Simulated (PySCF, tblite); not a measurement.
# C₅H₁₄N₂Si: geometry, infrared bands and NMR shifts

Wanted: the infrared bands and NMR shifts of C₅H₁₄N₂Si (`C=C[C@@](C)(N)C[SiH2]N`), by calculation.

Programs: tblite 0.8.0 and PySCF 2.14.0, with density-fitted response routines of our own. Each step states its level of theory. These are calculated values for one molecule in the gas phase, unless marked as measured. Atoms count from 0, in the outputs and in this text.

## (1) Starting geometry

22 atoms, charge 0, multiplicity 1; geometry from: force field or distance geometry start.

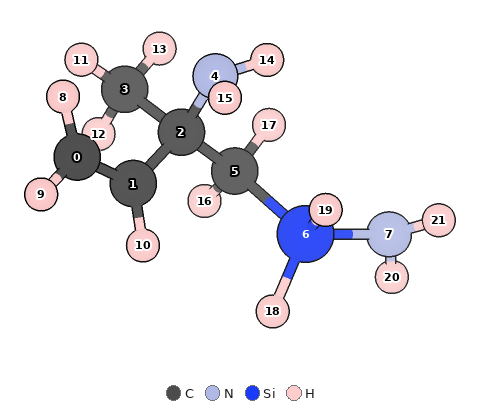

The starting geometry (carbon dark grey, nitrogen light blue, silicon blue, hydrogen pink), atoms numbered.

## (2) Optimising the geometry with GFN2-xTB

The job: settings as JSON, then the geometry in Å.

```
{"job": {"kind": "relax", "xc": "GFN2-xTB", "basis": "xTB"}, "charge": 0, "multiplicity": 1}
C     -2.463300    -1.375900     0.222600
C     -1.239600    -1.060500    -0.182800
C     -0.673900     0.276600     0.040800
C     -1.657000     1.247000    -0.670400
N     -0.721800     0.578300     1.440200
C      0.629500     0.528500    -0.624100
Si     1.990000    -0.608300    -0.056500
N      3.512200     0.297300    -0.208400
H     -3.117300    -0.660500     0.714500
H     -2.895400    -2.372500     0.075600
H     -0.662300    -1.861300    -0.659700
H     -2.670900     1.111000    -0.257700
H     -1.621000     0.960300    -1.724100
H     -1.274800     2.257400    -0.469600
H      0.067800     1.239100     1.635500
H     -0.631600    -0.289500     2.035700
H      0.538800     0.541600    -1.711800
H      0.944400     1.548600    -0.309600
H      2.001400    -1.783200    -0.945300
H      1.842700    -1.085600     1.320400
H      4.003400     0.184900    -1.097300
H      4.088400     0.345800     0.629400
```

Launch:

```
> OMP_NUM_THREADS=1 python probes_run.py task.json out
```

The driver reads the jobs from task.json and runs them one after another.

Log:

```text
step      E/eV     max force
  0    -690.21002    2.148
  1    -690.45949    0.753
  2    -690.51916    0.516
  3    -690.55635    0.519
  4    -690.58731    0.496
  5    -690.61130    0.279
  6    -690.62704    0.301
  7    -690.63865    0.300
  8    -690.65003    0.266
  9    -690.65922    0.246
 10    -690.66700    0.218
 11    -690.67525    0.227
 12    -690.68451    0.304
 13    -690.69253    0.252
 14    -690.69808    0.167
 15    -690.70210    0.152
 16    -690.70655    0.195
 17    -690.71204    0.244
 18    -690.71713    0.171
 19    -690.72121    0.154
 20    -690.72515    0.151
 21    -690.73009    0.279
 22    -690.73660    0.353
 23    -690.74400    0.294
 24    -690.75053    0.175
 25    -690.75575    0.161
 26    -690.76082    0.193
 27    -690.76635    0.226
 28    -690.77282    0.196
 29    -690.78027    0.209
 30    -690.78745    0.208
 31    -690.79256    0.214
 32    -690.79153    0.366
 33    -690.79821    0.130
 34    -690.80013    0.101
 35    -690.80347    0.093
 36    -690.80528    0.102
 37    -690.80792    0.117
 38    -690.81034    0.108
 39    -690.81261    0.094
 40    -690.81468    0.173
 41    -690.81691    0.109
 42    -690.82035    0.136
 43    -690.82243    0.153
 44    -690.82500    0.113
 45    -690.82680    0.100
 46    -690.82801    0.074
 47    -690.82905    0.068
 48    -690.83024    0.078
 49    -690.83160    0.069
 50    -690.83304    0.079
 51    -690.83439    0.119
 52    -690.83590    0.112
 53    -690.83764    0.128
 54    -690.83970    0.087
 55    -690.84154    0.085
 56    -690.84290    0.074
 57    -690.84362    0.062
 58    -690.84445    0.097
 59    -690.84541    0.071
 60    -690.84699    0.059
 61    -690.84744    0.066
 62    -690.84833    0.071
 63    -690.84923    0.096
 64    -690.85070    0.109
 65    -690.85240    0.112
 66    -690.85429    0.095
 67    -690.85596    0.081
 68    -690.85715    0.083
 69    -690.85783    0.058
 70    -690.85837    0.059
 71    -690.85892    0.075
 72    -690.85961    0.072
 73    -690.86018    0.062
 74    -690.86085    0.071
 75    -690.86149    0.064
 76    -690.86221    0.054
 77    -690.86286    0.053
 78    -690.86351    0.067
 79    -690.86421    0.094
 80    -690.86517    0.073
 81    -690.86636    0.094
 82    -690.86776    0.102
 83    -690.86897    0.082
 84    -690.87023    0.105
 85    -690.87119    0.091
 86    -690.87249    0.117
 87    -690.87361    0.094
 88    -690.87494    0.100
 89    -690.87623    0.094
 90    -690.87783    0.147
 91    -690.87847    0.216
 92    -690.88086    0.112
 93    -690.88259    0.170
 94    -690.88389    0.070
 95    -690.88434    0.052
 96    -690.88504    0.054
 97    -690.88595    0.070
 98    -690.88658    0.056
 99    -690.88706    0.035
100    -690.88740    0.042
101    -690.88779    0.053
102    -690.88828    0.072
103    -690.88885    0.061
104    -690.88932    0.047
105    -690.88967    0.038
106    -690.88996    0.037
107    -690.89023    0.035
108    -690.89039    0.023
109    -690.89050    0.026
110    -690.89062    0.026
111    -690.89077    0.037
112    -690.89094    0.036
113    -690.89110    0.029
114    -690.89121    0.025
115    -690.89129    0.019
116    -690.89134    0.017
117    -690.89139    0.015
118    -690.89143    0.015
119    -690.89149    0.021
120    -690.89156    0.018
121    -690.89161    0.015
122    -690.89165    0.014
123    -690.89169    0.014
124    -690.89172    0.012
125    -690.89174    0.011
126    -690.89176    0.010
127    -690.89178    0.011
128    -690.89180    0.011
129    -690.89183    0.013
130    -690.89187    0.015
131    -690.89192    0.015
132    -690.89197    0.015
133    -690.89202    0.016
134    -690.89209    0.017
135    -690.89217    0.019
136    -690.89225    0.017
137    -690.89230    0.012
138    -690.89234    0.011
139    -690.89236    0.011
140    -690.89238    0.009
```

Wall time 1.2 s (1 thread of Arm Neoverse V1, shared host).

The steps of the relaxation: (not every step is listed)

```
step  energy from step 0 (eV)  largest force (eV/Å)
   0                   0.0000                2.1479
   1                  -0.2495                0.7532
   2                  -0.3091                0.5163
   3                  -0.3463                0.5186
   4                  -0.3773                0.4961
   5                  -0.4013                0.2795
   6                  -0.4170                0.3007
   7                  -0.4286                0.3000
   8                  -0.4400                0.2663
  20                  -0.5151                0.1513
  32                  -0.5815                0.3660
  44                  -0.6150                0.1126
  56                  -0.6329                0.0743
  68                  -0.6471                0.0829
  80                  -0.6552                0.0734
  92                  -0.6708                0.1122
 104                  -0.6793                0.0467
 116                  -0.6813                0.0167
 128                  -0.6818                0.0112
 135                  -0.6821                0.0191
 136                  -0.6822                0.0168
 137                  -0.6823                0.0118
 138                  -0.6823                0.0112
 139                  -0.6823                0.0107
 140                  -0.6824                0.0094
```

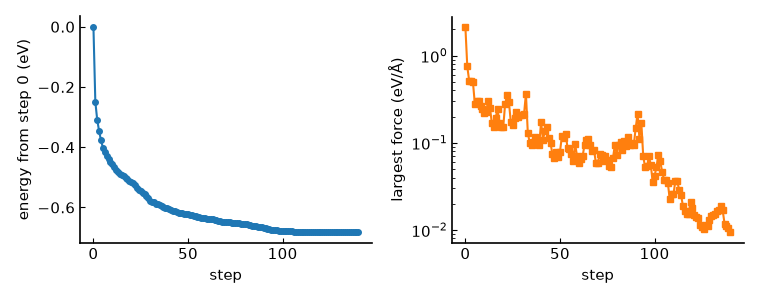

Energy and largest force along the relaxation.

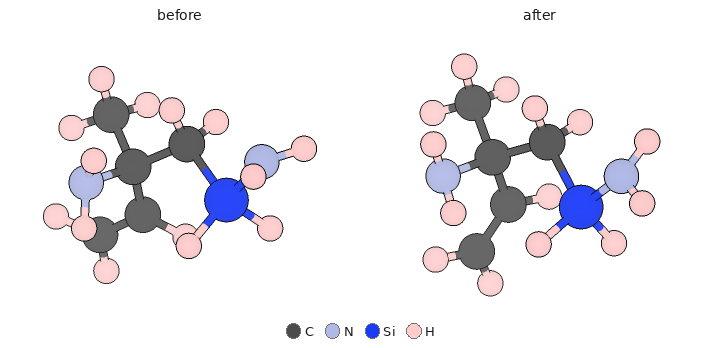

Before and after, at one scale.

Distances of close pairs at the start and the end, largest changes first:

```csv
bond,before (Å),after (Å),change (Å)
C2–C5,1.485,1.542,+0.058
Si6–N7,1.778,1.725,-0.052
N4–H15,1.056,1.013,-0.043
C5–Si6,1.862,1.900,+0.038
C1–C2,1.469,1.505,+0.036
N4–H14,1.048,1.014,-0.034
C2–N4,1.432,1.455,+0.023
C5–H17,1.113,1.093,-0.020
```

The next job starts from the end point, and lists it.

## (3) Harmonic vibrations with GFN2-xTB

The job: settings as JSON, then the geometry in Å.

```
{"job": {"kind": "ir", "xc": "GFN2-xTB", "basis": "xTB"}, "charge": 0, "multiplicity": 1}
C     -1.962789    -1.742048     0.405335
C     -1.290916    -0.947939    -0.405565
C     -0.790620     0.430268    -0.064083
C     -1.683547     1.453443    -0.785214
N     -0.930589     0.674383     1.363948
C      0.664185     0.577985    -0.554612
Si     1.861210    -0.728938     0.129491
N      3.426804    -0.024718    -0.043757
H     -2.209692    -1.442060     1.408720
H     -2.302094    -2.715046     0.091676
H     -1.071413    -1.257272    -1.419157
H     -2.693981     1.390973    -0.389909
H     -1.708770     1.256405    -1.853924
H     -1.307330     2.462021    -0.624471
H     -0.573574     1.596754     1.588518
H     -0.391866    -0.003724     1.889323
H      0.667580     0.536382    -1.646014
H      1.016565     1.576940    -0.283607
H      1.641301    -2.006291    -0.568189
H      1.740776    -0.955164     1.573236
H      3.667765     0.429120    -0.910258
H      4.220586    -0.542087     0.296094
```

Log:

```text
mode    cm-1     km/mol
  1     -10.6      1.49
  2      58.8      0.07
  3     101.7      1.93
  4     147.4      1.67
  5     194.9      0.91
  6     204.0      0.31
  7     230.3     15.71
  8     259.7     13.88
  9     277.2     14.62
 10     299.6      3.85
 11     323.8     13.67
 12     401.1      0.28
 13     439.4      3.41
 14     490.3     38.94
 15     521.8     12.87
 16     546.8    201.33
 17     598.7     44.90
 18     670.1      4.73
 19     711.9    109.02
 20     744.7     93.12
 21     781.2     31.09
 22     807.2    108.02
 23     815.4     43.81
 24     849.4    242.95
 25     894.8    197.63
 26     895.9     41.05
 27     941.0     67.54
 28     955.0     40.18
 29     979.4     19.29
 30    1003.4     17.46
 31    1029.3     10.34
 32    1053.4      7.65
 33    1091.8     17.96
 34    1166.5    115.42
 35    1193.2     16.50
 36    1264.2     29.62
 37    1299.2     11.88
 38    1312.8      4.47
 39    1396.3      2.52
 40    1403.7      2.57
 41    1478.9      0.73
 42    1489.1      0.72
 43    1496.2      3.11
 44    1531.8     45.26
 45    1558.8     25.22
 46    1715.0      5.82
 47    2175.5    423.00
 48    2232.8    230.58
 49    2948.5     61.70
 50    2964.9     37.52
 51    3018.2     45.62
 52    3036.0     25.58
 53    3046.0     24.98
 54    3052.3     56.17
 55    3102.9     30.03
 56    3137.0     33.95
 57    3399.9     11.15
 58    3432.9      7.42
 59    3476.4      1.66
 60    3511.1      2.19
```

Wall time 0.95 s (1 thread of Arm Neoverse V1, shared host).

The strongest bands and the atoms that carry them (share of the mass-weighted mode):

```
cm⁻¹  km/mol                                  atoms
 547   201.3            H21 41 %, H20 33 %, N7 19 %
 712   109.0  H18 17 %, H19 17 %, C5 13 %, H21 11 %
 807   108.0                     H19 48 %, H18 39 %
 849   242.9  H20 26 %, H21 20 %, Si6 15 %, N7 11 %
 895   197.6             N7 33 %, Si6 26 %, H9 16 %
1166   115.4                      C2 49 %, H11 13 %
2176   423.0                               H18 89 %
2233   230.6                               H19 90 %
```

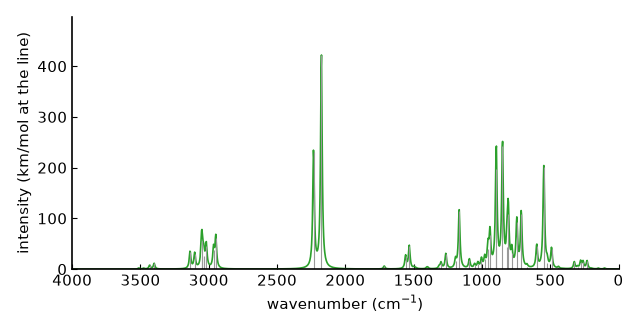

The infrared spectrum from these modes, unscaled. Lines are broadened to a width of 14 cm⁻¹ (Lorentzian).

## (4) Shielding tensors: PBE0/pcSseg-1

Same as in step 3 but for these lines:

```diff
@@ -1,2 +1,2 @@
-{"job": {"kind": "ir", "xc": "GFN2-xTB", "basis": "xTB"}, "charge": 0, "multiplicity": 1}
+{"job": {"kind": "nmr", "xc": "PBE0", "basis": "pcSseg-1"}, "charge": 0, "multiplicity": 1}
 C     -1.962789    -1.742048     0.405335
```

With the program's defaults for keys left out, this is: GIAO PBE0/pcSseg-1 NMR shielding, non-relativistic, gas phase.

Log:

```text
coarse grid: 17864 points
cycle   1  E = -597.2736838131  dE =  7.404e-01  |g| = 6.337e-01  |ddm| = 4.062e+00
cycle   2  E = -597.2365293217  dE =  3.715e-02  |g| = 7.640e-01  |ddm| = 1.274e+00
cycle   3  E = -597.3678436866  dE = -1.313e-01  |g| = 7.174e-02  |ddm| = 7.531e-01
cycle   4  E = -597.3688140345  dE = -9.703e-04  |g| = 2.969e-02  |ddm| = 9.011e-02
cycle   5  E = -597.3690158607  dE = -2.018e-04  |g| = 4.734e-03  |ddm| = 2.811e-02
cycle   6  E = -597.3690200393  dE = -4.179e-06  |g| = 2.351e-03  |ddm| = 7.169e-03
final grid: 165160 points
cycle   7  E = -597.4125577610  dE = -5.880e-05  |g| = 1.165e-02  |ddm| = 4.450e-02
cycle   8  E = -597.4125325906  dE =  2.517e-05  |g| = 1.546e-02  |ddm| = 2.717e-02
cycle   9  E = -597.4125907562  dE = -5.817e-05  |g| = 1.851e-03  |ddm| = 1.602e-02
cycle  10  E = -597.4125915732  dE = -8.170e-07  |g| = 4.214e-04  |ddm| = 1.754e-03
cycle  11  E = -597.4125916125  dE = -3.925e-08  |g| = 1.375e-04  |ddm| = 4.239e-04
cycle  12  E = -597.4125916166  dE = -4.155e-09  |g| = 3.069e-05  |ddm| = 1.526e-04
cycle  13  E = -597.4125916168  dE = -2.083e-10  |g| = 8.082e-06  |ddm| = 3.681e-05
converged SCF energy = -597.4125916168

GIAO shielding tensors (ppm)
atom      isotropic    diamagn.    paramagn.     s11        s22        s33       span
  0 C       68.576     253.867    -185.291    -43.198     74.805    174.121    217.319
  1 C       32.046     258.370    -226.324    -90.868     44.543    142.464    233.331
  2 C      132.874     241.960    -109.085    118.331    136.220    144.072     25.741
  3 C      149.547     246.919     -97.372    124.848    139.141    184.652     59.804
  4 N      201.340     319.013    -117.673    173.502    206.222    224.297     50.794
  5 C      150.274     255.432    -105.158    128.497    137.918    184.407     55.909
  6 Si     387.847     880.349    -492.502    353.523    368.026    441.993     88.470
  7 N      260.939     314.654     -53.715    228.208    258.523    296.085     67.877
  8 H       25.928      32.231      -6.302     22.271     24.231     31.284      9.013
  9 H       26.441      29.374      -2.933     23.606     25.425     30.293      6.687
 10 H       25.651      34.099      -8.449     22.399     25.262     29.290      6.891
 11 H       30.316      30.032       0.284     26.407     28.078     36.462     10.055
 12 H       30.457      30.977      -0.520     26.943     28.368     36.060      9.117
 13 H       30.462      31.318      -0.856     27.272     28.259     35.856      8.583
 14 H       31.122      34.585      -3.464     25.562     28.831     38.972     13.410
 15 H       30.492      35.684      -5.191     24.994     27.956     38.527     13.533
 16 H       30.156      34.665      -4.510     25.928     29.851     34.688      8.761
 17 H       30.797      35.099      -4.302     27.030     30.649     34.712      7.682
 18 H       26.803      30.712      -3.909     22.183     27.035     31.190      9.007
 19 H       27.082      31.324      -4.242     23.280     27.493     30.472      7.192
 20 H       31.886      30.760       1.126     23.942     29.576     42.139     18.197
 21 H       31.778      28.219       3.558     23.744     27.191     44.398     20.654
```

Run time: 49 s. Hardware: 1 thread of Arm Neoverse V1, shared host; peak memory 1 GiB.

The references, computed at this level on geometries of the same kind, shield at (ppm): ¹H TMS 31.72, ¹³C TMS 186.9, ²⁹Si TMS 349.2, ¹⁵N NH3 267.7. Their shielding less the atom's gives the shift. The references are single molecules in the gas phase, so shifts against H2O, NH3, PH3, H3PO4 or CFCl3 are not on the usual liquid scales and can be off by tens of ppm. Atoms listed in one row are averaged.

| atoms | environment | σ (ppm) | δ (ppm) | δ scaled to CDCl3 |
| --- | --- | --- | --- | --- |
| C1 | alkene CH | 32.0 | 154.9 | 149.2 |
| C0 | terminal =CH2 carbon | 68.6 | 118.3 | 113.6 |
| C2 | allylic fully substituted sp3 carbon bonded to N | 132.9 | 54.1 | 50.8 |
| C3 | methyl carbon | 149.5 | 37.4 | 34.6 |
| C5 | sp3 CH2 bonded to Si | 150.3 | 36.7 | 33.9 |
| H10 | hydrogen on an alkene CH | 25.65 | 6.07 | 5.82 |
| H8 | hydrogen on a terminal =CH2 carbon | 25.93 | 5.79 | 5.56 |
| H9 | hydrogen on a terminal =CH2 carbon | 26.44 | 5.28 | 5.08 |
| H18 | hydrogen on a silicon bonded to C, N | 26.80 | 4.91 | – |
| H19 | hydrogen on a silicon bonded to C, N | 27.08 | 4.64 | – |
| H16 | hydrogen on an sp3 CH2 bonded to Si | 30.16 | 1.56 | 1.58 |
| H11, H12, H13 | hydrogen on a methyl carbon | 30.41 | 1.31 | 1.34 |
| H17 | hydrogen on an sp3 CH2 bonded to Si | 30.80 | 0.92 | 0.97 |
| H14, H15 | hydrogen on an amine nitrogen | 30.81 | 0.91 | – |
| H20, H21 | hydrogen on a nitrogen bonded to Si | 31.83 | -0.11 | – |
| N4 | amine nitrogen | 201.3 | 66.4 | – |
| N7 | nitrogen bonded to Si, 2 H | 260.9 | 6.8 | – |
| Si6 | silicon bonded to C, N, 2 H | 387.8 | -38.7 | – |

The scaled column applies a straight-line fit of computed shieldings to shifts measured in CDCl3 (root-mean-square error 0.16 ppm for H, 1.9 ppm for C).

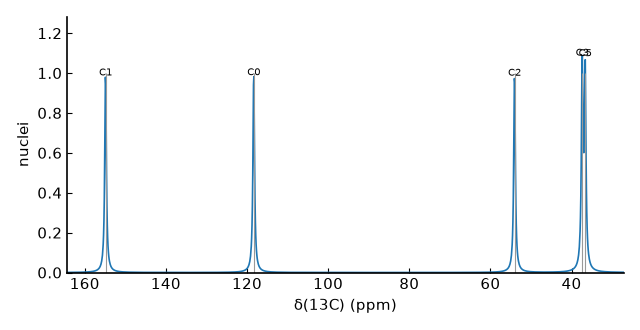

¹³C lines at the computed shifts, without couplings. Lines are broadened to a width of 0.47 ppm (Lorentzian).

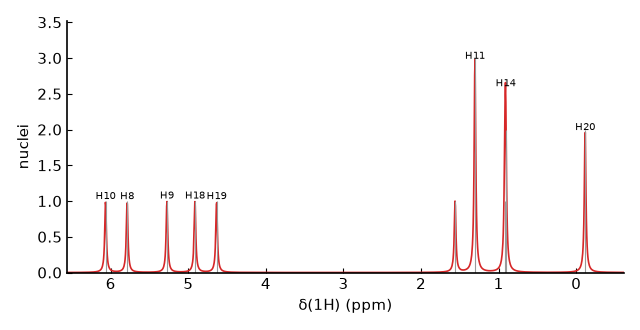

¹H lines at the computed shifts, without couplings. Lines are broadened to a width of 0.02 ppm (Lorentzian).

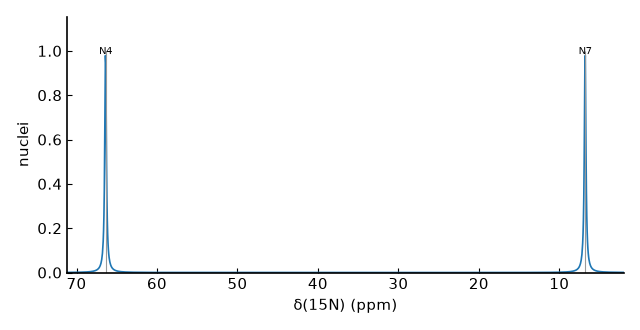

¹⁵N lines at the computed shifts, without couplings. Lines are broadened to a width of 0.24 ppm (Lorentzian).

The run also stored atomic charges by several schemes (e):

```
atoms  Mulliken    IAO  Hirshfeld  ESP fit
   C0     -0.10  -0.32      -0.10    -0.46
   C1     -0.17  -0.15      -0.04    -0.13
   C2     -0.32   0.15       0.06     0.57
   C3     -0.12  -0.41      -0.12    -0.61
   N4     -0.38  -0.57      -0.22    -0.96
   C5     -0.42  -0.56      -0.17    -0.57
  Si6      0.75   0.89       0.35     0.72
   N7     -0.63  -0.84      -0.32    -1.06
```

Hirshfeld charges:

C0 -0.10; C1 -0.04; C2 0.06; C3 -0.12; N4 -0.22; C5 -0.17; Si6 0.35; N7 -0.32; H8 0.04; H9 0.05; H10 0.04; H11 0.04; H12 0.04; H13 0.04; H14 0.11; H15 0.10; H16 0.04; H17 0.04; H18 -0.10; H19 -0.09; H20 0.11; H21 0.11

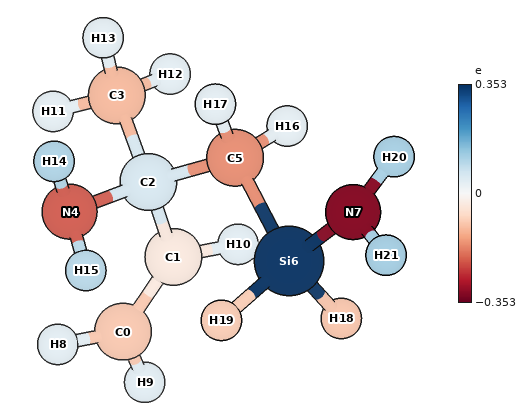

Hirshfeld charges, as colours on the atoms.

Mayer bond orders: C0–C1 2.00, C1–C2 0.97, C2–C3 1.01, C2–N4 1.03, C2–C5 0.99, C5–Si6 0.90, Si6–N7 1.04.

Orbitals, density, ELF and potential are computed afterwards from the orbital file.

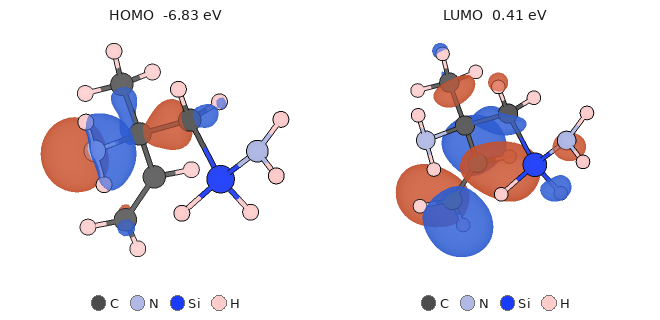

PBE0/pcSseg-1 orbitals near the gap, drawn at the value that encloses 70 % of each; the two colours are the two signs.

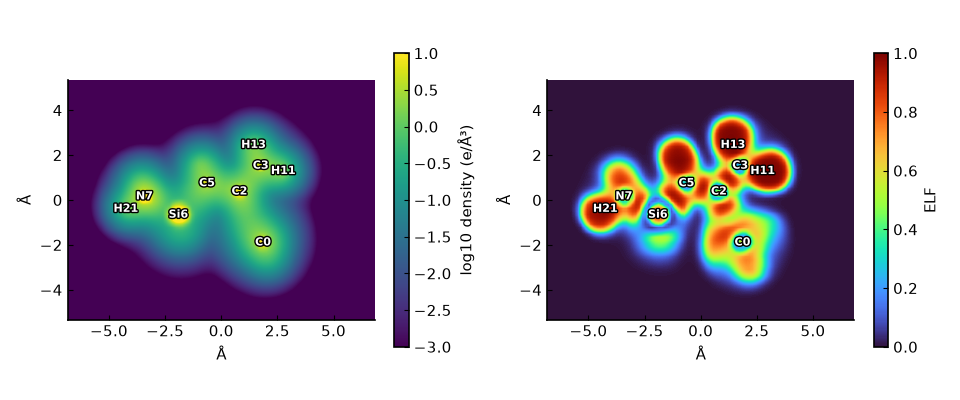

Density (left) and ELF (right) in a plane through or near 9 of the atoms.

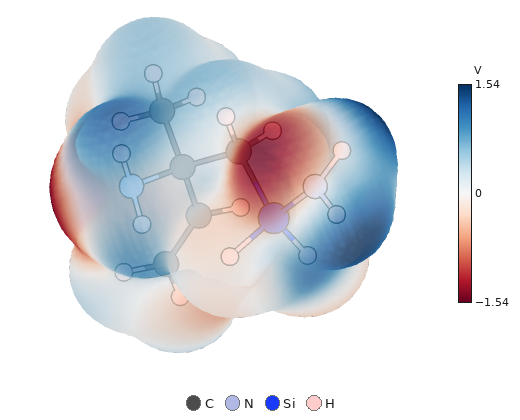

The potential that a unit positive charge feels on the 0.002 e/bohr³ surface, from -1.54 V near N4 to 1.44 V near H20.

## (5) Outcome

| quantity | value |
| --- | --- |
| strongest single infrared mode (GFN2-xTB) | 2176 cm⁻¹, 423 km/mol |
| zero-point energy (GFN2-xTB) | 114.6 kcal/mol |
| ¹³C shifts against TMS (PBE0/pcSseg-1) | 154.9, 118.3, 54.1, 37.4, 36.7 ppm |
| ¹H shifts against TMS (PBE0/pcSseg-1, means over atoms taken as alike) | 6.07, 5.79, 5.28, 4.91, 4.64, 1.56, 1.31, 0.92, 0.91, -0.11 ppm |
| ¹⁵N shifts against NH3 (PBE0/pcSseg-1) | 66.4, 6.8 ppm |
| ²⁹Si shifts against TMS (PBE0/pcSseg-1) | -38.7 ppm |
| surface potential, least and greatest | -1.54 V and 1.44 V |

What this shows: The optimisation took 140 steps and gained 0.682 eV; among the close pairs (by a distance rule), C2–C5 changed most, from 1.485 to 1.542 Å. The lowest mode is slightly imaginary (11i cm⁻¹), a soft motion within the noise of the Hessian, so the minimum is not strictly shown. The strongest single mode, at 2176 cm⁻¹, moves mainly H18. Unscaled tight-binding wavenumbers are off by several per cent, some by more. Its intensities can rank the bands wrongly. C1 (alkene CH) lies farthest downfield among carbon, at 154.9 ppm; as expected for a trigonal carbon in a double bond. H10 (hydrogen on an alkene CH) lies farthest downfield among hydrogen, at 6.07 ppm; attached to an sp2 carbon and in the plane of the double bond. At PBE0/pcSseg-1: The widest tensor belongs to C1: span 233 ppm, with a paramagnetic part of -226 ppm.
